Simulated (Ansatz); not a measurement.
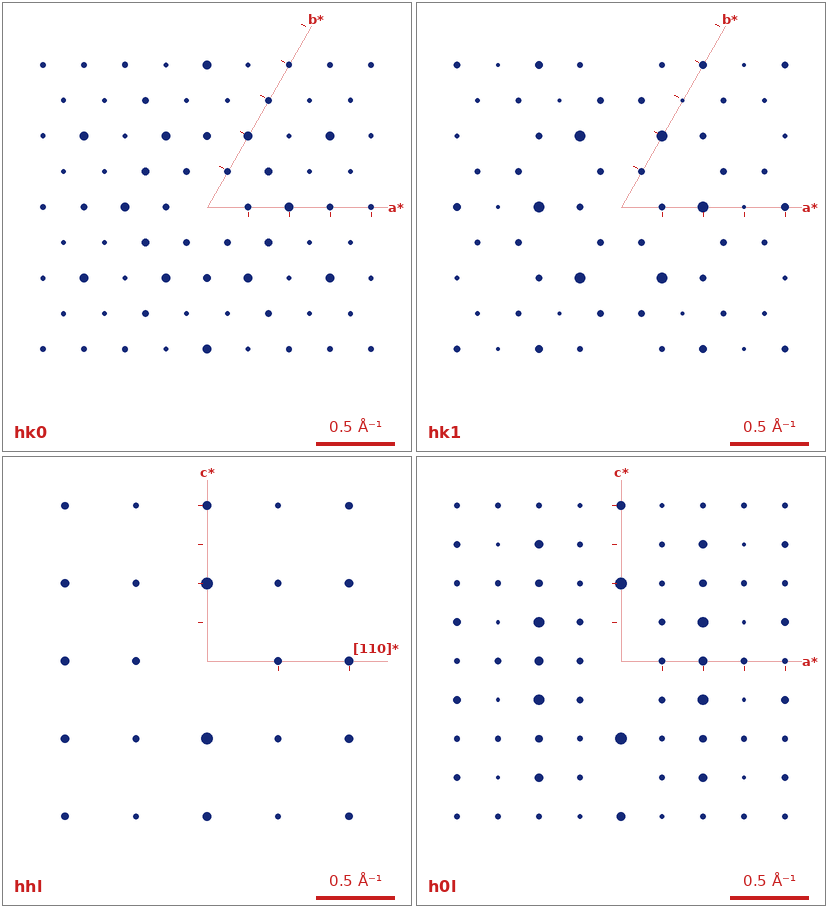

Four undistorted layers of reciprocal space, calculated for a single crystal (X-rays, kinematic |F|², B = 0.5 Å²). Tick marks count the reciprocal lattice steps of the conventional cell along each axis.

The compound is TiO3. Structure: the geometry relaxed with Ansatz, DFT PBE, scalar-relativistic, plane waves, PAW; the starting structure was generated, so it need not be a known form of this composition.

**What cell do the layers give?**

a* = 0.264, b* = 0.264, c* = 0.250 Å⁻¹, γ* = 60°; the cell is hexagonal with a = 4.38 Å, c = 4.00 Å (hexagonal axes).

**List the systematic absences.**

Reflections are present only under these conditions. hkl: no condition; hk0: no condition; h0l: no condition; hhl: l = 2n; 00l: l = 2n. The lattice is primitive (P).

**Which space groups fit?**

The intensities have Laue symmetry 6/mmm (the hk0 layer shows 6mm, hk1 shows 6mm). With these conditions the candidates are P6_3mc (No. 186), P-62c (No. 190), P6_3/mmc (No. 194). Diffraction geometry alone does not choose among them; the structure has P6_3/mmc.
